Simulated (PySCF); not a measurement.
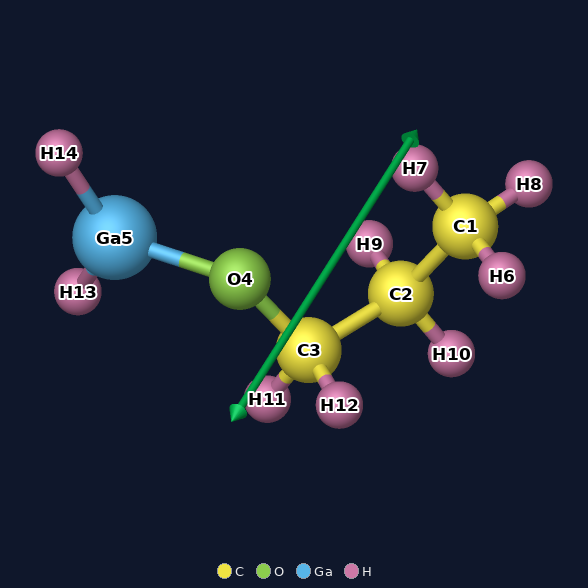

The double arrow shows the direction of the transition dipole to excited singlet state 4 (its length means nothing). The geometry was computed by an optimisation with PBE0-D3(BJ)/def2-SVP. No frequency run is at hand to confirm it as a minimum. Method: TDDFT PBE0/def2-SVP, vertical, gas phase, core orbitals frozen in the response (PySCF 2.14.0).

Question: Where does the transition lie, and how strong is it?

Answer: 7.15 eV (174 nm), oscillator strength 0.018, mainly HOMO → LUMO+1 (weight 0.90); transition dipole 0.81 D.
